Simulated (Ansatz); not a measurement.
A series of calculations on GaClF

Part 1: Relaxation

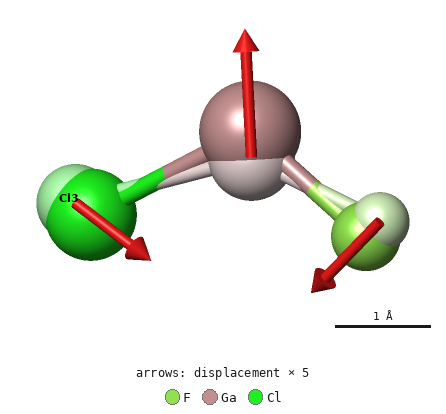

This is a relaxation of GaClF (multiplicity 2) (coarse preliminary run). The starting structure is drawn faded, the final one solid; red arrows show the displacements, magnified 5 times. The two geometries are superimposed by the best rigid fit.

The picture is a ball-and-stick view, seen at a tilt.

Theory: Ansatz, UKS PBE-D4/def2-SVP. (force threshold 0.03 eV/Å; at most 250 steps)

### What happened in the run?

The atom that moves furthest after the best rigid fit is the Ga atom (0.27 Å). By element the largest moves are Ga 0.27 Å, F 0.23 Å, Cl 0.22 Å. Near-neighbour distances that change, for instance: F–Ga 1.709 → 1.781 Å, Cl–Ga 2.253 → 2.193 Å. Bond angles that change, for instance: F–Ga–Cl 144.2° → 118.2°. The optimiser took 6 steps. The run took about 7 core-seconds on a shared host.

Part 2: Relaxation

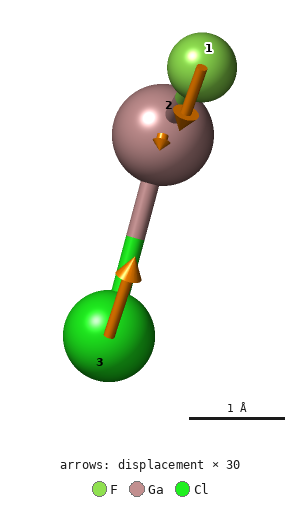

This is a relaxation of GaClF (multiplicity 2). The starting structure is drawn; orange arrows show the displacements, magnified 30 times. The two geometries are superimposed by the best rigid fit.

Style: ball-and-stick. Shown from a free direction.

Method: Ansatz 0.2.0, UKS PBE0-D4/def2-TZVP.

Input file:
```yaml
crystal:
  periodic: [false, false, false]
  atoms:
    - {symbol: F, position_ang: [-1.444492, 0.305597, -0.766658]}
    - {symbol: Ga, position_ang: [0.064394, 0.655284, 0.111754]}
    - {symbol: Cl, position_ang: [1.369198, -1.025681, 0.641604]}
basis:
  gaussian: {orbitals: def2-TZVP}
magnetization: {spin_polarized: true, initial_magnetization: 1}
hamiltonian: {xc: pbe0, dispersion: d4}
relax: {f_tol: 0.005, max_steps: 200}
```

Question: What did the optimiser do to the structure, and how much energy did it gain?

Answer: After 4 geometry steps the energy has fallen by 0.34 kcal/mol. Largest force component: 0.46 eV/Å at the start, 0.00048 eV/Å at the end. The largest move after the best rigid fit is that of Cl3, 0.032 Å. Largest moves by element: Cl 0.032 Å, F 0.028 Å, Ga 0.006 Å. Near-neighbour distances that change, for instance: Ga2–Cl3 2.193 → 2.157 Å, F1–Ga2 1.781 → 1.758 Å.

Part 3: Scan

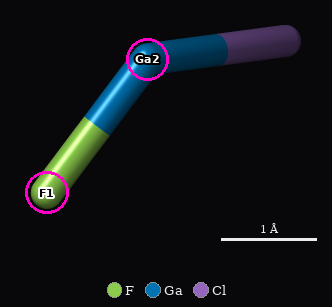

Energy scan for GaClF (multiplicity 2), in which the F1–Ga2 distance is varied, with the rest of the molecule carried along rigidly. The picture shows the minimum geometry. The ringed atoms are those of the scanned coordinate. Style: stick. Shown from a free direction.

Single-point energies from Ansatz with B3LYP-D4 in the def2-TZVPP basis, on geometries moved rigidly from the minimum at PBE0-D4/def2-TZVP. Energies are counted from the PBE0-D4/def2-TZVP minimum geometry at the same level.

The input:
```yaml
crystal:
  periodic: [false, false, false]
  atoms:
    - {symbol: F, position_ang: [-1.421132, 0.295865, -0.754813]}
    - {symbol: Ga, position_ang: [0.066353, 0.649595, 0.112183]}
    - {symbol: Cl, position_ang: [1.343879, -1.010259, 0.629331]}
basis:
  gaussian: {orbitals: def2-TZVPP}
magnetization: {spin_polarized: true, initial_magnetization: 1}
hamiltonian: {xc: {name: B3LYP}, dispersion: d4}
```

Give the energy at each point (the distance: 1.582, 1.617, 1.669, 1.729, 1.758, 1.796, 1.868, 1.945, 2.025, 2.109 Å).

```tsv
distance (Å)	relative energy (kcal/mol)
1.582	13.5
1.617	8.4
1.669	3.3
1.729	0.5
1.758	0.0
1.796	0.1
1.868	1.9
1.945	5.5
2.025	10.4
2.109	16.1
```

Of the computed points the lowest is at the distance 1.758 Å, 0.0 kcal/mol. The curvature at the lowest point is about 25 eV/Å² (4 mdyn/Å). The well is steeper on the short side, as for any bond.

As a plot:

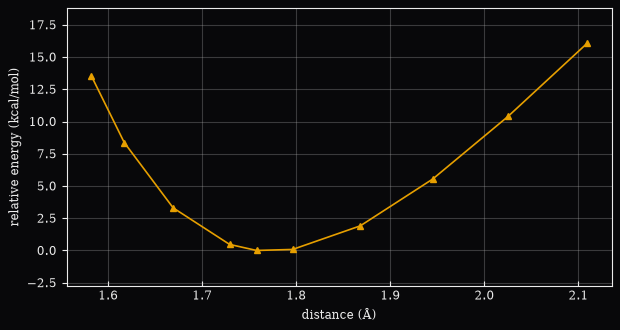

Part 4: Scan

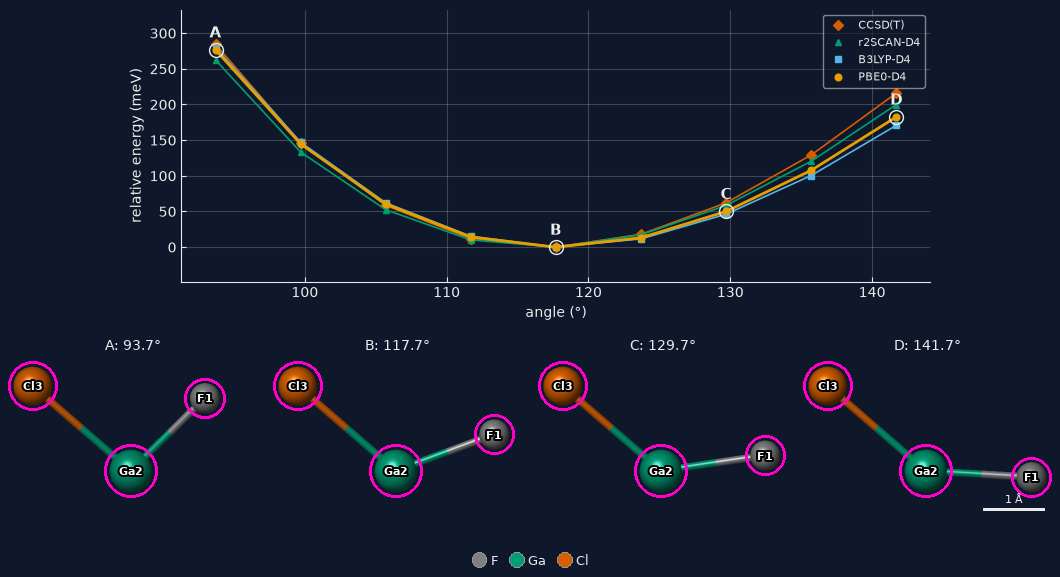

A scan of GaClF (multiplicity 2): the F1–Ga2–Cl3 angle is varied, with the rest of the molecule carried along rigidly. The lettered frames are marked on the plot, at the values of PBE0-D4. A ball-and-stick model, seen onto the plane of the angle. The ringed atoms are those of the scanned coordinate.

Levels of theory: PBE0-D4, B3LYP-D4, r2SCAN-D4, CCSD(T) (def2-TZVPP, Ansatz), on geometries moved rigidly from the minimum at PBE0-D4/def2-TZVP. Coupled cluster with a frozen core. Energies are counted from the PBE0-D4/def2-TZVP minimum geometry at the same level.

Q: What does the scan show?

A: With PBE0-D4: the lowest computed point lies at the angle 117.7° (0.0 meV). At the ends of the scan the energy is 276.6 meV (93.7°) and 182.5 meV (141.7°). The curvature at the lowest point is about 2.5 eV/rad². At 93.7° the levels give r2SCAN-D4 262.5 meV, PBE0-D4 276.6 meV, B3LYP-D4 279.8 meV, CCSD(T) 284.5 meV. Closest to CCSD(T) there is B3LYP-D4.
